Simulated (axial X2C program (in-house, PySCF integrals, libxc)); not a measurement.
# MoSe⁺: properties at the nuclei

Wanted for MoSe⁺: properties at the nuclei, at the two-component level.

Program: an in-house X2C program for linear molecules on PySCF integrals. Level of theory: two-component X2C with atomic mean-field terms, Mo dyall-cv3z, Se dyall-cv3z. These are calculated values, not measurements.

### 1 Input

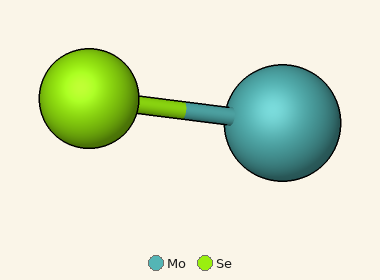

The two atoms at 2.280 Å (molybdenum teal, selenium green).

task.json

```json
{"zs": [42, 34], "q": 1, "bas": ["dyall-cv3z", "dyall-cv3z"], "r0": 2.28, "levels": ["PBE0", "HF", "r2SCAN", "PBE50", "PBE"], "nst": 3}
```

Keys: zs atomic numbers; q charge; bas basis sets; r0 starting distance in Å; levels methods (HF also brings MP2); nst determinants followed.

Command:

```
> python soeom.py task.json out
```

Further steps of the session: Expectation values, lowest determinant; Expectation values, a higher determinant; Expectation values, a higher determinant.

What does the calculation give? Wanted: lowest determinant; Eeff magnitude; Ws magnitude Mo; A∥/gI Mo; qzz Mo; higher determinant (for each run or level that gives them).

**Answer**, as computed:

| quantity | value |
| --- | --- |
| lowest determinant | Ω = 3/2 (excess of +ω over −ω: ω = 1/2, ω = -3/2, ω = 5/2) |
| Eeff magnitude (GV/cm), PBE0 | 2.39 |
| Ws magnitude Mo (kHz), PBE0 | 0.588 |
| A∥/gI Mo (MHz), PBE0 | 748 |
| qzz Mo (a.u.), PBE0 | 0.01 |
| higher determinant | Ω = 1/2 (excess of +ω over −ω: ω = -1/2, ω = -3/2, ω = 5/2) |
| Eeff magnitude (GV/cm), PBE0, higher determinant | 0.702 |
| Ws magnitude Mo (kHz), PBE0, higher determinant | 1.07 |
| A∥/gI Mo (MHz), PBE0, higher determinant | -2460 |
| qzz Mo (a.u.), PBE0, higher determinant | 0.50 |
| higher determinant | Ω = 5/2 (excess of +ω over −ω: ω = 5/2) |
| Eeff magnitude (GV/cm), PBE0, higher determinant | 0.58 |
| Ws magnitude Mo (kHz), PBE0, higher determinant | 0.15 |
| A∥/gI Mo (MHz), PBE0, higher determinant | -328 |
| qzz Mo (a.u.), PBE0, higher determinant | 0.55 |

**Reading.** In the first state, the effective field runs from 1.78 to 3.79 GV/cm over the mean-field levels, so the levels don't agree on it. The expectation values come from single determinants, which for open shells can mix terms of unlike spin or miss the lowest Ω, so a determinant need not be a state. Eeff is the effective electric field on the electron dipole moment in this Ω state and Ws the scalar–pseudoscalar constant (defined with the proton number Z and per Ω); A∥ is the parallel hyperfine constant, which follows by multiplying with the nuclear g factor gI = μI/(I μN); qzz is the electric field gradient, eQq0 = 234.96 MHz × Q/barn × qzz. The operators were transformed with the bare-nucleus X2C matrices.
